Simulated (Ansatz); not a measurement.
C$_{2}$F$_{2}$ (SMILES FC#CF)

Input file:

```
basis:
  gaussian:
    orbitals: def2-TZVPD
crystal:
  periodic: [false, false, false]
  atoms:
    - symbol: C
      position_ang: [0.000000, 0.000000, -0.597700]
    - symbol: C
      position_ang: [0.000000, 0.000000, 0.597700]
    - symbol: F
      position_ang: [0.000000, 0.000000, -1.875969]
    - symbol: F
      position_ang: [0.000000, 0.000000, 1.875969]
hamiltonian:
  xc: pbe0
output:
  forces: true
  orbitals: {seedname: orbitals}
```

Command:

```sh
ansatz run input.yaml --threads 1 --pin off --max-ram 2610MiB --events-out events.jsonl --progress --plain --runs-dir runs
```

Geometry: PBE0-D3(BJ)/def2-SVP.

All numbers below come from isolated molecule in a Gaussian basis; Kohn-Sham density functional theory, functional PBE0 in Ansatz 0.2.0.

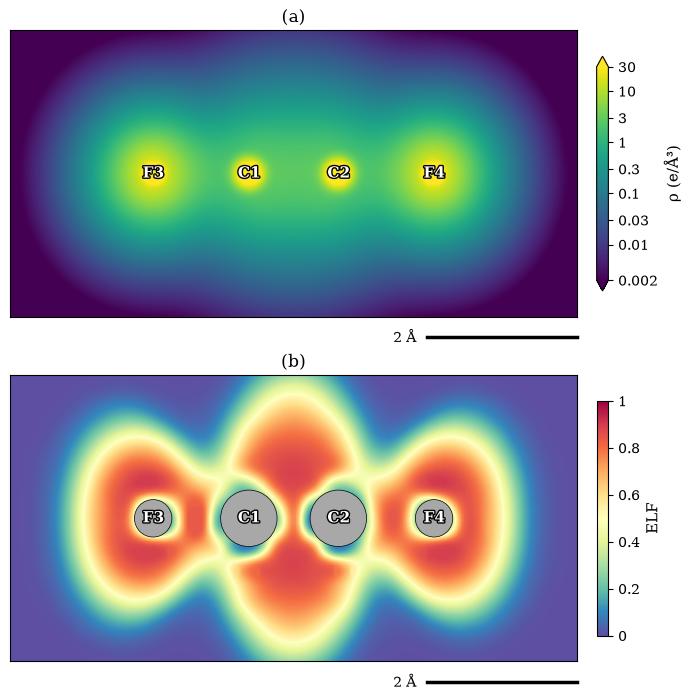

Figure 1. (a) electron density; (b) electron localisation function on a plane that holds the molecular axis. Grey discs cover the atomic cores in the ELF map.

### What does the map show?

- The section cuts through C and F sites.
- C–C (1.20 Å): ρ at the midpoint is about 2.6 e/Å³; the ELF peaks at about 0.75 between the atoms: a multiple bond.
- C–F (1.28 Å): ρ is about 2.7 e/Å³ halfway; the ELF peaks at about 0.85 between the atoms; a shared but strongly polarised pair.
- The ELF also peaks beside F3 and F4, away from the bonds: lone-pair regions.

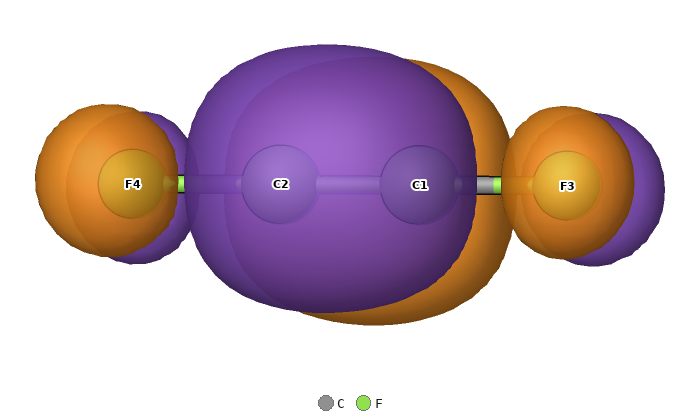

Figure 2. The HOMO at ±0.1 Å⁻³ᐟ² (orange and purple are the two phases), seen from one side.

### Describe this orbital and give its energy.

Its weight (Hirshfeld) is mainly on C1 (about 40 %), C2 (about 40 %), F3 (about 10 %) and F4 (about 10 %); it is ungerade (odd under inversion); π-bonding across C1–C2. It is one of a degenerate set, so its orientation is arbitrary. Its energy is −8.20 eV.
